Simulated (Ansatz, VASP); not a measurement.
## ZrC: VASP beside Ansatz

One calculation is typed for both programs; each brings its own data sets and cutoff. How far apart do they land?

Calculated with Ansatz 0.2.0; plane waves, with VASP 6.6.1 beside it; relaxation of cell and atoms at PBEsol.

**1. The structure**

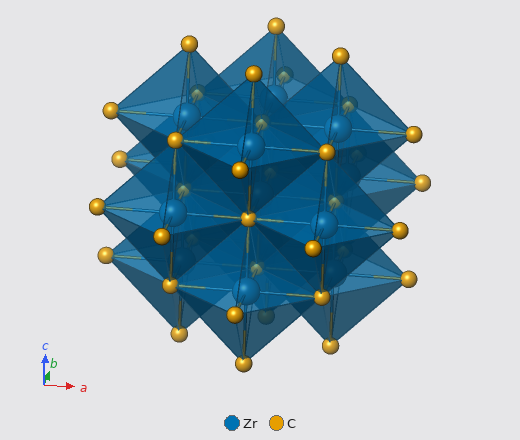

The starting structure, seen slightly off an axis (zirconium blue, carbon orange). This picture shows the conventional cell, with its axes. Some periodic images of atoms are drawn too.

**2. Ansatz: relaxation of cell and atoms, PBEsol**

Ansatz runs on its default PAW (the set named soft_2) files.

The relaxed volume is the usual yardstick between codes: its relative difference is about their pressure difference at one cell divided by the bulk modulus.

Contents of input.yaml:

```yaml
crystal:
  lattice:
    - [0.0, 2.350211, 2.350211]
    - [2.350211, 0.0, 2.350211]
    - [2.350211, 2.350211, 0.0]
  atoms:
    - { symbol: Zr, position: [0.5, 0.5, 0.5] }
    - { symbol: C, position: [0.0, 0.0, 0.0] }
hamiltonian:
  xc: pbesol
  pseudopotentials: { kind: paw }
kpoints:
  mp_grid: { grid: [18, 18, 18] }
scf:
  occupations: { method: gaussian, width: 0.05 }
relax:
  f_tol: 0.01
  max_steps: 60
  cell: { stress_tol: 0.05 }
output:
  forces: true
  stress: true
  write_density: true
  write_potential: true
  elf: true
  volumetric_format: npy
```

The run is started by

```console
$ ansatz run input.yaml --threads 4 --pin off --max-ram 9216MiB --backend cpu --events-out ev --progress --plain --runs-dir out
```

Numbers of over 12 decimals in the logs are rounded to 6 here.

Log:

```text
Engine: ansatz 0.2.0, aarch64-unknown-linux-gnu
Pseudopotentials: kind: paw
Pseudopotential: Zr, paw, valence charge 12, recommended cutoff 420 eV (normal), Zr.paw.azcp
Pseudopotential: C, paw, valence charge 4, recommended cutoff 420 eV (normal), C.paw.azcp
Functional definition: PBEsol
  exchange = pbesol_x
  correlation = pbesol_c
Crystal: 2 atoms, lattice volume = 25.963 Å³
Basis set: ecut = 420 eV, 531 PW (Γ), exchange–correlation on 48×48×48 points (8 copies of the dense FFT grid, shifted against one another)
Bands: 12, of which v1, the nominal top of the filled ones, is band 8 counted from 1 (7 counted from 0)
Symmetry: 48 space group operations
Space group: Fm-3m (ITA 225), of the structure as read, at distance tolerance 3.0e-5 Å
k-points: 195 of 5832
Non-local potential: Zr, projectors of the file, l = 0: 3, l = 1: 2, l = 2: 2, l = 3: 2
Non-local potential: C, projectors of the file, l = 0: 2, l = 1: 2, l = 2: 1
PAW form: soft (Blöchl's): semilocal exchange-correlation on the pseudo side does not see the compensation charge
PAW frozen core: Zr, regenerated for the run's functional, and the local potential with it (the file was generated under x = pbe(κ = 0.804, μ = 0.219515), c = pbe(β = 0.066725))
PAW frozen core: C, regenerated for the run's functional, and the local potential with it (the file was generated under x = pbe(κ = 0.804, μ = 0.219515), c = pbe(β = 0.066725))
PAW one-centre angular grid: Zr, 590 points (default); XC on 64 Gauss nodes
PAW one-centre angular grid: C, 110 points (default); XC on 64 Gauss nodes
Initial density: superposition of atomic densities (neutral atoms: chi_scale 0, normalization atom), corrected by the library's trained network
Initial wavefunctions: pseudopotential atomic-orbital guess
Functional: x = pbesol(κ = 0.804, μ = 0.123457), c = pbesol(β = 0.046)
SCF iter   1: F=—  HF=-4377.171446 eV  |F-HF|=—  |Δ(HF+E_count)|=         —  Δρ=8.67e-3  dr2=2.48e-2  ethr=1.77e-3  ⟨swp⟩=5.0  Hψ=11752  notcnv=0
preconditioner: auto → none  [metal: Δε(μ)=0.010 eV  Ē_g=17.944 eV  σ=0.050 eV  W_gap=0.12  n_scr=8 (ndim 8)  ℏωp=27.3 eV  f_vac=0.000  D(μ)=0.33/eV (n_scr^D=0)  sad-step TF]
SCF iter   2: F=—  HF=-4377.167675 eV  |F-HF|=—  |Δ(HF+E_count)|=   3.77e-3  Δρ=5.40e-3  dr2=1.03e-2  ethr=1.55e-4  ⟨swp⟩=1.0  Hψ=3905  notcnv=0
SCF iter   3: F=—  HF=-4377.165406 eV  |F-HF|=—  |Δ(HF+E_count)|=   2.27e-3  Δρ=6.52e-4  dr2=5.37e-5  ethr=6.44e-5  ⟨swp⟩=2.0  Hψ=3418  notcnv=0
SCF iter   4: F=—  HF=-4377.165386 eV  |F-HF|=—  |Δ(HF+E_count)|=   1.93e-5  Δρ=1.56e-4  dr2=2.45e-6  ethr=3.36e-7  ⟨swp⟩=2.0  Hψ=3775  notcnv=0
SCF iter   5: F=—  HF=-4377.165387 eV  |F-HF|=—  |Δ(HF+E_count)|=   4.50e-7  Δρ=2.55e-5  dr2=1.01e-7  ethr=1.53e-8  ⟨swp⟩=3.0  Hψ=3850  notcnv=0
SCF iter   6: F=-4377.165387 eV  HF=-4377.165387 eV  |F-HF|=4.37e-11  |Δ(HF+E_count)|=   4.24e-8  Δρ=1.36e-6  dr2=2.03e-10  ethr=6.25e-10  ⟨swp⟩=7.7  Hψ=11795  notcnv=0
SCF 1 converged in 6 iterations: F = -4377.165387 eV  dr2 = 2.03e-10
  greatest PAW one-centre occupation: 0.996 electrons in one spin orbital (limit 2), on the Zr atom at site 0 (counted from 0), in its partial waves of l = 0
relax step   1: F+E_penalty+E_count = -4377.16538687 eV  Δ(F+E_penalty+E_count) = +0.000e0 eV  max|allowed force component| = 1.410e-29 eV/Å  Δτ_max = 0.0000 Å  P = -4.566 GPa  Ω = 25.963 Å³  (6 SCF iters, dr2 threshold 1.00e-7 eV, accepted)
[...]
relax step   2: F+E_penalty+E_count = -4377.16768397 eV  Δ(F+E_penalty+E_count) = -2.297e-3 eV  max|allowed force component| = 8.973e-30 eV/Å  Δτ_max = 0.0000 Å  P = +4.506 GPa  Ω = 24.988 Å³  energy of the carried Pulay correction = +1.237e-3 eV  (6 SCF iters, dr2 threshold 2.00e-7 eV, accepted)
[...]
relax step   3: F+E_penalty+E_count = -4377.17345404 eV  Δ(F+E_penalty+E_count) = -5.770e-3 eV  max|allowed force component| = 1.190e-29 eV/Å  Δτ_max = 0.0000 Å  P = -0.130 GPa  Ω = 25.463 Å³  energy of the carried Pulay correction = +6.286e-4 eV  (6 SCF iters, dr2 threshold 2.00e-7 eV, accepted)
[...]
relax step   4: F+E_penalty+E_count = -4377.17347689 eV  Δ(F+E_penalty+E_count) = -2.285e-5 eV  max|allowed force component| = 5.686e-30 eV/Å  Δτ_max = 0.0000 Å  P = -0.003 GPa  Ω = 25.449 Å³  energy of the carried Pulay correction = +6.458e-4 eV  (6 SCF iters, accepted)
[...]
relax step   5: F+E_penalty+E_count = -4377.17288281 eV  Δ(F+E_penalty+E_count) = +5.941e-4 eV  max|allowed force component| = 1.233e-29 eV/Å  Δτ_max = 0.0000 Å  P = -0.040 GPa  Ω = 25.449 Å³  stress off target by 3.98e-2 GPa  SCF on the basis re-selected at this cell (its energy is not comparable with the rows above)  (8 SCF iters)
basis re-selected at this cell: Δ(F+E_penalty+E_count) = +5.941e-4 eV, ΔP = -0.036 GPa vs the last step (what re-selecting the basis moved, of the pressure what is left beyond the Pulay correction that the steps carried, after the strain that the cell walked since its last selection, with what the two solves' SCF thresholds leave and, on support functions, any second-order correction that the steps lacked; it is no m [...]
SCF converged after 8 iterations
Free energy (F): -4377.172883 eV
Harris-Foulkes:  -4377.172883 eV  (|F-HF|=1.82e-12)
Internal energy: -4377.172466 eV  (E = F + TS)
E sigma→0 (E₀):  -4377.172675 eV
Entropy (-TS):   -0.000416 eV (-0.208 meV/atom)
Fermi energy:    15.084890 eV
--- Per-component energies (eV) ---
  E_band       = -44.196486
  E_kinetic    = 423.200239
  E_local      = -585.267937  (includes V_loc(G=0)·N_el)
  E_nonlocal   = 106.197093
  E_hartree    = 175.395157
  E_xc         = -210.137653
  E_vxc        = -252.280189  (∫ρ·V_xc dr)
  E_paw        = -2994.277148  (= ΣΔE_a)
  E_vpaw       = -86.836034  (= ΣTr[D̂ρ^β])
  E_aug_tail   = 0.000029  (compensation charges beyond the density's cutoff)
  E_ewald      = -1292.469067
  E_core_change = 0.186821  (= ΣΔE_core)
  E_smearing   = -0.000416  (= −TS)
  E_closure    = 0.000000  (closes the sum)
  Σ components = -4377.172883   (vs F -4377.172883, Δ=0.00e0)
--- Forces (eV/Å), atoms counted from 1 ---
  atom   1  Zr     0.00000000    -0.00000000    -0.00000000
  atom   2  C     -0.00000000     0.00000000     0.00000000
  max |Σ_I F_I| component: 2.37e-29 eV/Å
--- Stress (GPa, compression-positive) ---
       -0.039799      -0.000000      -0.000000
       -0.000000      -0.039799      -0.000000
       -0.000000      -0.000000      -0.039799
  P = ⅓ Tr σ = -0.0398 GPa (-0.398 kbar)
--- Band table (eV; the first three rows and the last of 195) ---
  k-point 0: bands = [... 4 lower, 3.7244, 16.0359, 16.0359, 16.0359, 16.1438, 16.1438, 16.1438, 17.9423]
  k-point 1: bands = [... 4 lower, 3.7985, 15.3586, 15.5537, 15.5537, 16.3449, 16.3449, 16.6571, 18.3737]
  k-point 2: bands = [... 4 lower, 4.0144, 14.5157, 14.8510, 14.8510, 16.5883, 16.5883, 17.0654, 19.2780]
  k-point 194: bands = [... 4 lower, 5.6050, 12.4534, 12.7083, 12.7369, 17.9174, 18.8981, 20.9091, 22.1035]
--- Relaxed structure (4 steps of the walk, 4 accepted, 1 SCFs on fresh bases) ---
  F+E_penalty+E_count = -4377.17288281 eV   max|allowed force component| = 1.233e-29 eV/Å   (the final SCF, on the basis selected at the relaxed cell)
  cell:  # Å, volume = 25.4493 Å³
    - [0, 2.334615, 2.334615]
    - [2.334615, 0, 2.334615]
    - [2.334615, 2.334615, 0]
  atoms:
    - { symbol: Zr, position: [0.5, 0.5, 0.5] }
    - { symbol: C, position: [0, 0, 0] }
```

It took 8 s on 4 threads of Arm Neoverse N1, shared host; peak memory 0.37 GiB.

**3. VASP: relaxation of cell and atoms, PBEsol**

The same cell, functional, mesh and smearing now go to VASP, with its own data sets and cutoff.

Lines of VASP's logs that name or quote its potential files are left out, and so is its time.

Contents of INCAR:

```
SYSTEM = ZrC
PREC = Accurate
ENCUT = 520
EDIFF = 1E-07
NELM = 100
ISMEAR = 0
SIGMA = 0.05
LREAL = .FALSE.
ALGO = Normal
GGA = PS
NBANDS = 14
LASPH = .TRUE.
LORBIT = 11
LWAVE = .FALSE.
LCHARG = .FALSE.
KPAR = 4
IBRION = 2
NSW = 50
ISIF = 3
EDIFFG = -0.005
```

Contents of POSCAR:

```
ZrC
1.0
    0.0000000000      2.3502110000      2.3502110000
    2.3502110000      0.0000000000      2.3502110000
    2.3502110000      2.3502110000      0.0000000000
Zr C
1 1
Direct
    0.5000000000      0.5000000000      0.5000000000
    0.0000000000      0.0000000000      0.0000000000
```

Contents of KPOINTS:

```
Automatic mesh
0
Gamma
18 18 18
0 0 0
```

Potentials, in the order of the species: Zr_sv and C (PBE family, release 64).

The run is started by

```console
$ mpirun -np 4 vasp_std
```

Log:

```text
[banner, memory and clock lines left out]
running    4 mpi-ranks, on    1 nodes
 distrk:  each k-point on    1 cores,    4 groups
 distr:  one band on    1 cores,    1 groups

 POSCAR found type information on POSCAR ZrC
 POSCAR found :  2 types and       2 ions
|                                                                             |
|               ----> ADVICE to this user running VASP <----                  |
|                                                                             |
|     You enforced a specific xc type in the INCAR file but a different       |
|     [... a line on the potential file left out ...]
|     I HOPE YOU KNOW WHAT YOU ARE DOING!                                     |
|                                                                             |

 LDA part: xc-table for (Slater+PW92), standard interpolation
 POSCAR, INCAR and KPOINTS ok, starting setup
 FFT: planning ... GRIDC
 FFT: planning ... GRID_SOFT
 FFT: planning ... GRID
 WAVECAR not read
 entering main loop
       N       E                     dE             d eps       ncg     rms          rms(c)
DAV:   1     0.100145459622E+03    0.10015E+03   -0.86956E+03  5468   0.116E+03
DAV:   2    -0.173393804708E+02   -0.11748E+03   -0.10974E+03  6878   0.301E+02
DAV:   3    -0.236532166883E+02   -0.63138E+01   -0.62683E+01  9012   0.599E+01
DAV:   4    -0.237987754796E+02   -0.14556E+00   -0.14551E+00  6672   0.630E+00
DAV:   5    -0.238005247539E+02   -0.17493E-02   -0.17492E-02  7568   0.622E-01    0.208E+01
DAV:   6    -0.207185057696E+02    0.30820E+01   -0.72129E+00  6650   0.233E+01    0.770E+00
DAV:   7    -0.205924547772E+02    0.12605E+00   -0.45721E-01  6176   0.577E+00    0.637E+00
DAV:   8    -0.205893537108E+02    0.31011E-02   -0.27444E-01  6462   0.412E+00    0.390E+00
DAV:   9    -0.205666649196E+02    0.22689E-01   -0.64189E-02  6108   0.181E+00    0.353E-01
DAV:  10    -0.205671017139E+02   -0.43679E-03   -0.21458E-03  7752   0.488E-01    0.445E-01
DAV:  11    -0.205668513162E+02    0.25040E-03   -0.87318E-04  6066   0.243E-01    0.529E-02
DAV:  12    -0.205668475883E+02    0.37279E-05   -0.18466E-05  7162   0.312E-02    0.108E-02
DAV:  13    -0.205668471824E+02    0.40586E-06   -0.13356E-06  6774   0.812E-03    0.467E-03
DAV:  14    -0.205668471028E+02    0.79696E-07   -0.77055E-08  3890   0.198E-03
   1 F= -.20566847E+02 E0= -.20566622E+02  d E =-.205668E+02
 curvature:   0.00 expect dE= 0.000E+00 dE for cont linesearch  0.000E+00
 trial: gam= 0.00000 g(F)=  0.484E-60 g(S)=  0.336E-01 ort = 0.000E+00 (trialstep = 0.100E+01)
 search vector abs. value=  0.336E-01
 bond charge predicted
       N       E                     dE             d eps       ncg     rms          rms(c)
DAV:   1    -0.207973057125E+02   -0.23046E+00   -0.79202E+00  5988   0.288E+01    0.672E+00
DAV:   2    -0.205829054179E+02    0.21440E+00   -0.44049E-01  6168   0.761E+00    0.189E+00
DAV:   3    -0.205445007182E+02    0.38405E-01   -0.22720E-01  8074   0.351E+00    0.677E-01
DAV:   4    -0.205497136403E+02   -0.52129E-02   -0.60331E-03  8466   0.557E-01    0.521E-01
DAV:   5    -0.205545410014E+02   -0.48274E-02   -0.60670E-03  8886   0.432E-01    0.609E-02
DAV:   6    -0.205546946481E+02   -0.15365E-03   -0.47184E-04  8872   0.175E-01    0.439E-02
DAV:   7    -0.205547066896E+02   -0.12042E-04   -0.35034E-05  6090   0.729E-02    0.130E-02
DAV:   8    -0.205547057218E+02    0.96785E-06   -0.13417E-06  7694   0.126E-02    0.197E-03
DAV:   9    -0.205547056815E+02    0.40326E-07   -0.25196E-08  3834   0.183E-03
   2 F= -.20554706E+02 E0= -.20554486E+02  d E =0.121414E-01
 trial-energy change:    0.012141  1 .order    0.012819   -0.033562    0.059200
 step:   0.3720(harm=  0.3618)  dis= 0.00000  next Energy=   -20.573125 (dE=-0.628E-02)
 bond charge predicted
       N       E                     dE             d eps       ncg     rms          rms(c)
DAV:   1    -0.206649570460E+02   -0.11025E+00   -0.30738E+00  5928   0.183E+01    0.413E+00
DAV:   2    -0.205858860542E+02    0.79071E-01   -0.20751E-01  6396   0.516E+00    0.119E+00
DAV:   3    -0.205694589804E+02    0.16427E-01   -0.75600E-02  8092   0.202E+00    0.308E-01
DAV:   4    -0.205712727502E+02   -0.18138E-02   -0.36458E-03  9008   0.441E-01    0.330E-01
DAV:   5    -0.205728355877E+02   -0.15628E-02   -0.86200E-04  9022   0.187E-01    0.839E-02
DAV:   6    -0.205732118331E+02   -0.37625E-03   -0.79434E-04  8918   0.172E-01    0.284E-02
DAV:   7    -0.205732174268E+02   -0.55937E-05   -0.11742E-05  5808   0.370E-02    0.477E-03
DAV:   8    -0.205732171847E+02    0.24213E-06   -0.10735E-06  8320   0.864E-03    0.883E-04
DAV:   9    -0.205732171401E+02    0.44605E-07   -0.17089E-08  3354   0.119E-03
   3 F= -.20573217E+02 E0= -.20573008E+02  d E =-.637004E-02
 curvature:  -0.18 expect dE=-0.464E-06 dE for cont linesearch -0.464E-06
 trial: gam=-0.00867 g(F)=  0.288E-59 g(S)=  0.257E-05 ort = 0.293E-03 (trialstep = 0.874E+00)
 search vector abs. value=  0.296E-09
 reached required accuracy - stopping structural energy minimisation
```

From OUTCAR (step 3):

```text
ion  position               nearest neighbor table
   1  0.500  0.500  0.500-   2 2.35   2 2.35   2 2.35   2 2.35   2 2.35   2 2.35
   2  0.000  0.000  0.000-   1 2.35   1 2.35   1 2.35   1 2.35   1 2.35   1 2.35

  LATTYP: Found a face centered cubic cell.
 ALAT       =     4.7004220000

 Subroutine GETGRP returns: Found 48 space group operations
 (whereof 48 operations were pure point group operations)

The static configuration has the point symmetry O_h .

 Found    195 irreducible k-points:

   k-points           NKPTS =    195   k-points in BZ     NKDIM =    195   number of bands    NBANDS=     14

   dimension x,y,z NGX =    28 NGY =   28 NGZ =   28
   dimension x,y,z NGXF=    56 NGYF=   56 NGZF=   56

   ENCUT  =  520.0 eV  38.22 Ry    6.18 a.u.   6.18  6.18  6.18*2*pi/ulx,y,z

   NELECT =      16.0000    total number of electrons

 k-points in reciprocal lattice and weights: Automatic mesh
   0.00000000  0.00000000  0.00000000       0.000
   0.05555556  0.00000000  0.00000000       0.001
   0.11111111  0.00000000  0.00000000       0.001
   0.16666667  0.00000000  0.00000000       0.001
   0.22222222  0.00000000  0.00000000       0.001
   0.27777778  0.00000000  0.00000000       0.001
   0.33333333  0.00000000  0.00000000       0.001
   0.38888889  0.00000000  0.00000000       0.001
   0.44444444  0.00000000  0.00000000       0.001
[...]
-0.27777778  0.44444444  0.22222222       0.004
  -0.27777778  0.50000000  0.22222222       0.002

 average (electrostatic) potential at core
       1 -72.7381       2 -44.0422

 E-fermi :   9.7106

 k-point     1 :       0.0000    0.0000    0.0000
  band No.  band energies     occupation
      1     -38.1985      2.00000
      2     -15.9269      2.00000
      3     -15.9269      2.00000
      4     -15.9269      2.00000
      5      -1.6400      2.00000
      6      10.6621      0.00000
      7      10.6621      0.00000
      8      10.6621      0.00000
      9      10.7680      0.00000
     10      10.7680      0.00000
    ...

 k-point     2 :       0.0556    0.0000    0.0000
  band No.  band energies     occupation
      1     -38.1951      2.00000
      2     -15.9573      2.00000
      3     -15.9295      2.00000
      4     -15.9295      2.00000
      5      -1.5662      2.00000
      6       9.9846      0.00000
      7      10.1799      0.00000
      8      10.1799      0.00000
      9      10.9692      0.00000
     10      10.9692      0.00000
    ...

 k-point     3 :       0.1111    0.0000    0.0000
  band No.  band energies     occupation
    ...
      4     -15.9370      2.00000
      5      -1.3512      2.00000
      6       9.1420      2.00000
      7       9.4780      2.00000
      8       9.4780      2.00000
      9      11.2122      0.00000
     10      11.2122      0.00000
     11      11.6889      0.00000
     12      13.8988      0.00000
     13      13.8988      0.00000
    ...

  Total       -0.0059540     -0.0059540     -0.0059540      0.0000000     -0.0000000     -0.0000000
  in kB       -0.3742431     -0.3742431     -0.3742431      0.0000000     -0.0000000     -0.0000000
  external PRESSURE =      -0.3742431 kB  Pullay stress =       0.0000000 kB

  energy-cutoff  :      520.00
  volume of cell :       25.49
      direct lattice vectors                 reciprocal lattice vectors
    -0.000000000  2.335847156  2.335847156    -0.214055102  0.214055102  0.214055102
     2.335847156 -0.000000000  2.335847156     0.214055102 -0.214055102  0.214055102
     2.335847156  2.335847156  0.000000000     0.214055102  0.214055102 -0.214055102

 POSITION                                       TOTAL-FORCE (eV/Angst)
 -----------------------------------------------------------------------------------
      2.33585      2.33585      2.33585        -0.000000      0.000000     -0.000000
      0.00000      0.00000      0.00000         0.000000     -0.000000      0.000000
 -----------------------------------------------------------------------------------
    total drift:                                0.000000      0.000000      0.000000

  FREE ENERGIE OF THE ION-ELECTRON SYSTEM (eV)
  ---------------------------------------------------
  free  energy   TOTEN  =       -20.5732171401 eV

  energy  without entropy=      -20.5727991803  energy(sigma->0) =      -20.57300816

 reached required accuracy - stopping structural energy minimisation

 total charge
# of ion       s       p       d       tot
------------------------------------------
    1        2.180   6.045   1.664   9.890
    2        0.882   1.471   0.000   2.353
--------------------------------------------------
tot          3.063   7.516   1.664  12.243

[... 3 further parts left out ...]
```

CONTCAR:

```
ZrC
   1.00000000000000
    -0.0000000000000000    2.3358471555288078    2.3358471555288078
     2.3358471555288078   -0.0000000000000000    2.3358471555288078
     2.3358471555288078    2.3358471555288078    0.0000000000000000
  Zr              C
     1     1
Direct
     0.5000000000000000    0.5000000000000000    0.5000000000000000
     0.0000000000000000    0.0000000000000000    0.0000000000000000
```

**4. Differences**

Known differences besides the PAW data sets themselves: both relaxations stop at a tolerance, which leaves soft axes loose, and VASP keeps its plane-wave basis; the cutoff is 420 eV in Ansatz and 520 eV in VASP; Ansatz makes its cores anew for this functional, VASP keeps those of its PBE data sets; Ansatz adds a Pulay correction to the stress that steers its cell, VASP none. Total energies have different zeros and are not compared.

Both answers:

```
                                         quantity  Ansatz   VASP  difference
                                      volume (Å³)   25.45  25.49     -0.16 %
edge a after relaxation, in the typed setting (Å)   3.302  3.303     -0.05 %
```

The walks stopped with -0.04 GPa left in Ansatz and -0.04 GPa in VASP; each walk ends within a tolerance, so the volume difference is uncertain by about these residues over the bulk modulus, most in soft cells.

**5. Summary of results**

```yaml
difference_in_volume_relaxation_of_cell_and_atoms_pbesol: -0.16 %
```

What this shows: The difference in volume is -0.16 % (relaxation of cell and atoms, PBEsol), within the 1.2 % picked in this series as the mark of a large difference, as far as the stopping tolerances let one tell. Differences of this kind measure data sets and numerical settings, not the functional's error against experiment.

[Lines on the potential files, build, host, timing and source positions are cut from VASP's logs without a mark.]

[Logs are printed without paths, hosts, clocks, repeated set-up lines and the standing remarks that a program may print on its own settings, such as how far it seeks lower states.]

[Hosts, paths, dates, database ids (printed as entryN), source tags and the programs' standing remarks are cut or masked in the printed files.]
